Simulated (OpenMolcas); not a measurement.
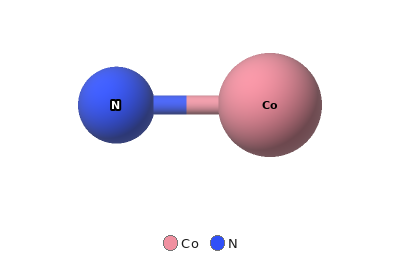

The molecule at the reference distance of 1.616 Å.

## CoN: relativistic diatomic calculation (part 1 of 2)

CoN. Computed at this level: SA-CASSCF(12,9)/XMS-CASPT2 + RASSI spin-orbit (X2C scalar, AMFI), ANO-RCC-VTZP (OpenMolcas).

The input:
```
&GATEWAY
Coord
2
angstrom
Co 0.0 0.0 0.0
N 0.0 0.0 1.6160
Basis=ANO-RCC-VTZP
Group=XY
RX2C
AMFI
ANGMom
0.0 0.0 0.0
RICD
&SEWARD
&GUESSORB
&RASSCF
FileOrb=$CurrDir/o32.orb
Symmetry=2
Spin=3
nActEl=12 0 0
Inactive=7 4
RAS2=5 4
CIRoot=4 4 1
Linear
Iterations=120 100
OrbListing=Nothing
PRWF=0.15
>>COPY $Project.RasOrb $CurrDir/o32.orb
>>COPY $Project.rasscf.h5 $CurrDir/r32.h5
&CASPT2
XMultistate=all
Imaginary=0.2
IPEA=0.25
MaxIter=40
>>COPY $Project.JobMix JOB001
&RASSCF
FileOrb=$CurrDir/o51.orb
Symmetry=1
Spin=5
nActEl=12 0 0
Inactive=7 4
RAS2=5 4
CIRoot=2 2 1
Linear
Iterations=120 100
OrbListing=Nothing
PRWF=0.15
>>COPY $Project.RasOrb $CurrDir/o51.orb
>>COPY $Project.rasscf.h5 $CurrDir/r51.h5
&CASPT2
XMultistate=all
Imaginary=0.2
IPEA=0.25
MaxIter=40
>>COPY $Project.JobMix JOB002
&RASSCF
FileOrb=$CurrDir/o11.orb
Symmetry=1
Spin=1
nActEl=12 0 0
Inactive=7 4
RAS2=5 4
CIRoot=1 1 1
Linear
Iterations=120 100
OrbListing=Nothing
PRWF=0.15
>>COPY $Project.RasOrb $CurrDir/o11.orb
>>COPY $Project.rasscf.h5 $CurrDir/r11.h5
&CASPT2
XMultistate=all
Imaginary=0.2
IPEA=0.25
MaxIter=40
>>COPY $Project.JobMix JOB003
&RASSCF
FileOrb=$CurrDir/o12.orb
Symmetry=2
Spin=1
nActEl=12 0 0
Inactive=7 4
RAS2=5 4
CIRoot=2 2 1
Linear
Iterations=120 100
OrbListing=Nothing
PRWF=0.15
>>COPY $Project.RasOrb $CurrDir/o12.orb
>>COPY $Project.rasscf.h5 $CurrDir/r12.h5
&CASPT2
XMultistate=all
Imaginary=0.2
IPEA=0.25
MaxIter=40
>>COPY $Project.JobMix JOB004
&RASSCF
FileOrb=$CurrDir/o52.orb
Symmetry=2
Spin=5
nActEl=12 0 0
Inactive=7 4
RAS2=5 4
CIRoot=4 4 1
Linear
Iterations=120 100
OrbListing=Nothing
PRWF=0.15
>>COPY $Project.RasOrb $CurrDir/o52.orb
>>COPY $Project.rasscf.h5 $CurrDir/r52.h5
&CASPT2
XMultistate=all
Imaginary=0.2
IPEA=0.25
MaxIter=40
>>COPY $Project.JobMix JOB005
&RASSCF
FileOrb=$CurrDir/o31.orb
Symmetry=1
Spin=3
nActEl=12 0 0
Inactive=7 4
RAS2=5 4
CIRoot=4 4 1
Linear
Iterations=120 100
OrbListing=Nothing
PRWF=0.15
>>COPY $Project.RasOrb $CurrDir/o31.orb
>>COPY $Project.rasscf.h5 $CurrDir/r31.h5
&CASPT2
XMultistate=all
Imaginary=0.2
IPEA=0.25
MaxIter=40
>>COPY $Project.JobMix JOB006
&RASSI
Nr of JobIphs=6 4 2 1 2 4 4
1 2 3 4
1 2
1
1 2
1 2 3 4
1 2 3 4
SpinOrbit
EJob
Omega
MEES
MESO
Properties=4
'AngMom' 3 'Mltpl  1' 1 'Mltpl  1' 2 'Mltpl  1' 3
Thrs=1.0d-4
>>COPY $Project.rassi.h5 $CurrDir/so.h5
```

The first orbital files come from an earlier step.

Hardware: 1 thread of Arm Neoverse V2, 24 GiB of memory available, shared host.

Command:
```bash
pymolcas m.inp (one call a module block, same work directory)
```

Log (extracts):
```
++    Wave function specifications:
      Number of closed shell electrons          22
      Number of electrons in active shells      12
      Number of inactive orbitals               11
      Number of active orbitals                  9
      Number of secondary orbitals              69
      Spin quantum number                      1.0
      State symmetry                             2
++    Orbital specifications:
      Symmetry species                           1   2
                                                 a   b
      Frozen orbitals                            0   0
      Inactive orbitals                          7   4
      Active orbitals                            5   4
      RAS2 orbitals                              5   4
      Secondary orbitals                        35  34
      Number of basis functions                 47  42
      printout of CI-coefficients larger than  0.15 for root  1
      energy=   -1446.292041
      conf/sym  11111 2222     Coeff  Weight
           987  02u22 u220   0.15278 0.02334
          1007  02u22 u022  -0.41014 0.16821
          1008  02u22 0u22   0.41972 0.17617
          1072  0u222 2u02   0.15278 0.02334
          1079  0u222 u022   0.41972 0.17617
          1080  0u222 0u22   0.41014 0.16821
      printout of CI-coefficients larger than  0.15 for root  2
      energy=   -1446.292041
      conf/sym  11111 2222     Coeff  Weight
          1000  02u22 2u02  -0.15278 0.02334
          1007  02u22 u022  -0.41972 0.17617
          1008  02u22 0u22  -0.41014 0.16821
          1059  0u222 u220   0.15278 0.02334
          1079  0u222 u022  -0.41014 0.16821
          1080  0u222 0u22   0.41972 0.17617
      printout of CI-coefficients larger than  0.15 for root  3
      energy=   -1446.288741
      conf/sym  11111 2222     Coeff  Weight
           987  02u22 u220  -0.16035 0.02571
          1007  02u22 u022   0.57281 0.32811
          1072  0u222 2u02   0.16145 0.02607
          1080  0u222 0u22   0.57281 0.32811
      printout of CI-coefficients larger than  0.15 for root  4
      energy=   -1446.288741
      conf/sym  11111 2222     Coeff  Weight
          1000  02u22 2u02   0.16035 0.02571
          1008  02u22 0u22   0.57281 0.32811
          1059  0u222 u220   0.16145 0.02607
          1079  0u222 u022  -0.57281 0.32811
      Natural orbitals and occupation numbers for root  1
      sym 1:   0.196830   1.498572   1.498573   1.874608   1.927911
      sym 2:   0.719426   0.719425   1.782327   1.782327
      Natural orbitals and occupation numbers for root  2
      sym 1:   0.196830   1.498572   1.498573   1.874608   1.927911
      sym 2:   0.719425   0.719426   1.782327   1.782327
      Natural orbitals and occupation numbers for root  3
      sym 1:   0.196075   1.510625   1.488267   1.877940   1.923544
      sym 2:   0.713632   0.696286   1.800848   1.792783
      Natural orbitals and occupation numbers for root  4
      sym 1:   0.196075   1.510625   1.488267   1.877940   1.923544
      sym 2:   0.696286   0.713632   1.792783   1.800847
      RASSCF energy for state  4                  -1446.28874063
::    RASSCF root number  1 Total energy:  -1446.29204121
::    RASSCF root number  2 Total energy:  -1446.29204121
::    RASSCF root number  3 Total energy:  -1446.28874063
::    RASSCF root number  4 Total energy:  -1446.28874063
      Von Neumann Entropy (Root   1) =  2.44933
++    Wave function specifications:
      Number of closed shell electrons           8
      Number of electrons in active shells      12
      Number of inactive orbitals                4
      Number of active orbitals                  9
      Number of secondary orbitals              69
      Spin quantum number                      1.0
      State symmetry                             2
      Number of CSFs                          1716
      Number of CASSCF root(s) available         4
      CASPT2 state passed to geometry opt.       4
      A file JOBMIX will be created
      This is a MULTI-STATE CASSCF reference
      Number of CI roots used                    4
      These are:                                 1   2   3   4
      Off-diagonal elements of Heff are computed
  FINAL CASPT2 RESULT:
      Reference energy:       -1446.2920412051
      E2 (Non-variational):      -0.7357236165
      Shift correction:          -0.0029276096
      E2 (Variational):          -0.7386512261
      Total energy:           -1447.0306924311
      Reference weight:           0.85729
  FINAL CASPT2 RESULT:
      Reference energy:       -1446.2920412051
      E2 (Non-variational):      -0.7357236357
      Shift correction:          -0.0029276096
      E2 (Variational):          -0.7386512453
      Total energy:           -1447.0306924503
      Reference weight:           0.85729
  FINAL CASPT2 RESULT:
      Reference energy:       -1446.2887406317
      E2 (Non-variational):      -0.7374041881
      Shift correction:          -0.0030054496
      E2 (Variational):          -0.7404096377
      Total energy:           -1447.0291502694
      Reference weight:           0.85695
  FINAL CASPT2 RESULT:
      Reference energy:       -1446.2887406316
      E2 (Non-variational):      -0.7374041766
      Shift correction:          -0.0030054500
      E2 (Variational):          -0.7404096265
      Total energy:           -1447.0291502581
      Reference weight:           0.85695
       Total XMS-CASPT2 energies:
::    XMS-CASPT2 Root  1     Total energy:  -1447.03069460
::    XMS-CASPT2 Root  2     Total energy:  -1447.03069458
::    XMS-CASPT2 Root  3     Total energy:  -1447.02914812
::    XMS-CASPT2 Root  4     Total energy:  -1447.02914811
++    Wave function specifications:
      Number of closed shell electrons          22
      Number of electrons in active shells      12
      Number of inactive orbitals               11
      Number of active orbitals                  9
      Number of secondary orbitals              69
      Spin quantum number                      2.0
      State symmetry                             1
      printout of CI-coefficients larger than  0.15 for root  1
      energy=   -1446.292025
      conf/sym  11111 2222     Coeff  Weight
           217  22u0u uu22   0.15334 0.02351
           308  02u2u 22uu  -0.16686 0.02784
           313  02u2u uu22   0.75774 0.57416
           331  0u22u uu22  -0.44570 0.19865
      printout of CI-coefficients larger than  0.15 for root  2
      energy=   -1446.292025
      conf/sym  11111 2222     Coeff  Weight
           223  2u20u uu22   0.15334 0.02351
           313  02u2u uu22   0.44570 0.19865
           326  0u22u 22uu  -0.16686 0.02784
           331  0u22u uu22   0.75774 0.57416
      Natural orbitals and occupation numbers for root  1
      sym 1:   0.227740   1.981182   1.011795   1.767351   1.017370
      sym 2:   1.112296   1.112296   1.884985   1.884985
      Natural orbitals and occupation numbers for root  2
      sym 1:   0.227740   1.011794   1.981182   1.767351   1.017370
      sym 2:   1.112296   1.112296   1.884985   1.884985
      RASSCF energy for state  2                  -1446.29202481
::    RASSCF root number  1 Total energy:  -1446.29202481
::    RASSCF root number  2 Total energy:  -1446.29202481
      Von Neumann Entropy (Root   1) =  2.62406
++    Wave function specifications:
      Number of closed shell electrons           8
      Number of electrons in active shells      12
      Number of inactive orbitals                4
      Number of active orbitals                  9
      Number of secondary orbitals              69
      Spin quantum number                      2.0
      State symmetry                             1
      Number of CSFs                           530
      Number of CASSCF root(s) available         2
      CASPT2 state passed to geometry opt.       2
      A file JOBMIX will be created
      This is a MULTI-STATE CASSCF reference
      Number of CI roots used                    2
      These are:                                 1   2
      Off-diagonal elements of Heff are computed
  FINAL CASPT2 RESULT:
      Reference energy:       -1446.2920248069
      E2 (Non-variational):      -0.7386915560
      Shift correction:          -0.0027764214
      E2 (Variational):          -0.7414679773
      Total energy:           -1447.0334927842
      Reference weight:           0.85805
  FINAL CASPT2 RESULT:
      Reference energy:       -1446.2920248066
      E2 (Non-variational):      -0.7387363466
      Shift correction:          -0.0027768934
      E2 (Variational):          -0.7415132400
      Total energy:           -1447.0335380466
      Reference weight:           0.85802
       Total XMS-CASPT2 energies:
::    XMS-CASPT2 Root  1     Total energy:  -1447.03353810
::    XMS-CASPT2 Root  2     Total energy:  -1447.03349273
++    Wave function specifications:
      Number of closed shell electrons          22
      Number of electrons in active shells      12
      Number of inactive orbitals               11
      Number of active orbitals                  9
      Number of secondary orbitals              69
      Spin quantum number                      0.0
      State symmetry                             1
      printout of CI-coefficients larger than  0.15 for root  1
      energy=   -1446.302573
      conf/sym  11111 2222     Coeff  Weight
           446  02222 0220   0.23606 0.05572
           451  02222 udud  -0.21224 0.04504
           459  02222 2002   0.23606 0.05572
           467  02222 0022  -0.81683 0.66721
          1250  0uu22 dd22   0.16632 0.02766
      Natural orbitals and occupation numbers for root  1
      sym 1:   0.148673   1.937204   1.937204   1.899157   1.951971
      sym 2:   0.326893   0.326892   1.736002   1.736005
      RASSCF energy for state  1                  -1446.30257306
::    RASSCF root number  1 Total energy:  -1446.30257306
      Von Neumann Entropy (Root   1) =  1.68176
++    Wave function specifications:
      Number of closed shell electrons           8
      Number of electrons in active shells      12
      Number of inactive orbitals                4
      Number of active orbitals                  9
      Number of secondary orbitals              69
      Spin quantum number                      0.0
      State symmetry                             1
      Number of CSFs                          1280
      Number of CASSCF root(s) available         1
      CASPT2 state passed to geometry opt.       1
      A file JOBMIX will be created
      This is a CASSCF or RASSCF reference function
  FINAL CASPT2 RESULT:
      Reference energy:       -1446.3025730626
      E2 (Non-variational):      -0.7346626501
      Shift correction:          -0.0024682905
      E2 (Variational):          -0.7371309406
      Total energy:           -1447.0397040032
      Reference weight:           0.86270
++    Wave function specifications:
      Number of closed shell electrons          22
      Number of electrons in active shells      12
      Number of inactive orbitals               11
      Number of active orbitals                  9
      Number of secondary orbitals              69
      Spin quantum number                      0.0
      State symmetry                             2
      printout of CI-coefficients larger than  0.15 for root  1
      energy=   -1446.282223
      conf/sym  11111 2222     Coeff  Weight
           922  02u22 2d02  -0.18408 0.03389
           925  02u22 dud2   0.24942 0.06221
           930  02u22 0d22  -0.55679 0.31002
           983  0u222 d220   0.18403 0.03387
           990  0u222 du2d   0.18220 0.03320
           991  0u222 ud2d  -0.18273 0.03339
          1001  0u222 d022  -0.55664 0.30984
      printout of CI-coefficients larger than  0.15 for root  2
      energy=   -1446.282223
      conf/sym  11111 2222     Coeff  Weight
           911  02u22 d220  -0.18408 0.03389
           918  02u22 du2d  -0.18225 0.03321
           919  02u22 ud2d   0.18278 0.03341
           929  02u22 d022   0.55679 0.31002
           994  0u222 2d02  -0.18403 0.03387
           997  0u222 dud2   0.24935 0.06217
          1002  0u222 0d22  -0.55663 0.30984
      Natural orbitals and occupation numbers for root  1
      sym 1:   0.166227   1.499244   1.498964   1.867020   1.967258
      sym 2:   0.750384   0.750579   1.750120   1.750205
      Natural orbitals and occupation numbers for root  2
      sym 1:   0.166227   1.499247   1.498962   1.867020   1.967258
      sym 2:   0.750581   0.750382   1.750206   1.750119
      RASSCF energy for state  2                  -1446.28222255
::    RASSCF root number  1 Total energy:  -1446.28222255
::    RASSCF root number  2 Total energy:  -1446.28222255
      Von Neumann Entropy (Root   1) =  2.43603
++    Wave function specifications:
      Number of closed shell electrons           8
      Number of electrons in active shells      12
      Number of inactive orbitals                4
      Number of active orbitals                  9
      Number of secondary orbitals              69
      Spin quantum number                      0.0
      State symmetry                             2
      Number of CSFs                          1240
      Number of CASSCF root(s) available         2
      CASPT2 state passed to geometry opt.       2
      A file JOBMIX will be created
      This is a MULTI-STATE CASSCF reference
      Number of CI roots used                    2
      These are:                                 1   2
      Off-diagonal elements of Heff are computed
  FINAL CASPT2 RESULT:
      Reference energy:       -1446.2822225485
      E2 (Non-variational):      -0.7375696254
      Shift correction:          -0.0027865695
      E2 (Variational):          -0.7403561949
      Total energy:           -1447.0225787434
      Reference weight:           0.85818
  FINAL CASPT2 RESULT:
      Reference energy:       -1446.2822225485
      E2 (Non-variational):      -0.7375696261
      Shift correction:          -0.0027865695
      E2 (Variational):          -0.7403561956
      Total energy:           -1447.0225787441
      Reference weight:           0.85818
       Total XMS-CASPT2 energies:
::    XMS-CASPT2 Root  1     Total energy:  -1447.02257874
::    XMS-CASPT2 Root  2     Total energy:  -1447.02257874
++    Wave function specifications:
      Number of closed shell electrons          22
      Number of electrons in active shells      12
      Number of inactive orbitals               11
      Number of active orbitals                  9
      Number of secondary orbitals              69
      Spin quantum number                      2.0
      State symmetry                             2
      printout of CI-coefficients larger than  0.15 for root  1
      energy=   -1446.264759
      conf/sym  11111 2222     Coeff  Weight
           292  u2u2u 2u02  -0.18264 0.03336
           300  u2u2u 0u22  -0.58272 0.33956
           303  uu22u u220   0.18264 0.03336
           323  uu22u u022  -0.58272 0.33956
      printout of CI-coefficients larger than  0.15 for root  2
      energy=   -1446.264759
      conf/sym  11111 2222     Coeff  Weight
           279  u2u2u u220  -0.18264 0.03336
           299  u2u2u u022   0.58272 0.33956
           316  uu22u 2u02  -0.18264 0.03336
           324  uu22u 0u22  -0.58272 0.33956
      printout of CI-coefficients larger than  0.15 for root  3
      energy=   -1446.261138
      conf/sym  11111 2222     Coeff  Weight
           292  u2u2u 2u02  -0.17308 0.02996
           300  u2u2u 0u22  -0.58843 0.34625
           303  uu22u u220  -0.17658 0.03118
           323  uu22u u022   0.58843 0.34625
      printout of CI-coefficients larger than  0.15 for root  4
      energy=   -1446.261138
      conf/sym  11111 2222     Coeff  Weight
           279  u2u2u u220   0.17308 0.02996
           299  u2u2u u022  -0.58843 0.34625
           316  uu22u 2u02  -0.17658 0.03118
           324  uu22u 0u22  -0.58843 0.34625
      Natural orbitals and occupation numbers for rooSPIN-FREE ENERGIES:
  (Shifted by EMIN (a.u.) =      -1447.0397040032)
 SF State       Relative EMIN(au)   Rel lowest level(eV)    D:o, cm**(-1)      Abs_M
     7             0.0000000000        0.0000000000              0.0000         0.0
     5             0.0061658988        0.1677826550           1353.2584         2.0
     6             0.0062112768        0.1690174516           1363.2177         2.0
     1             0.0090094006        0.2451582787           1977.3349         3.0
     2             0.0090094213        0.2451588441           1977.3394         3.0
     3             0.0105558843        0.2872402454           2316.7488         1.0
     4             0.0105558976        0.2872406064           2316.7517         1.0
     8             0.0171252591        0.4660020407           3758.5599         3.0
     9             0.0171252598        0.4660020597           3758.5601         3.0
    14             0.0416116546        1.1323108067           9132.7026         2.0
    15             0.0416223547        1.1326019702           9135.0510         2.0
    16             0.0464350859        1.2635630581          10191.3234         4.0
    17             0.0464378865        1.2636392662          10191.9380         4.0
    10             0.0546603092        1.4873827854          11996.5512         3.0
    11             0.0546603092        1.4873827854          11996.5512         3.0
    12             0.0556717797        1.5149062997          12218.5433         1.0
    13             0.0556717797        1.5149062997          12218.5433         1.0
```

(Continued in part 2.) Outcome of the run: converged.
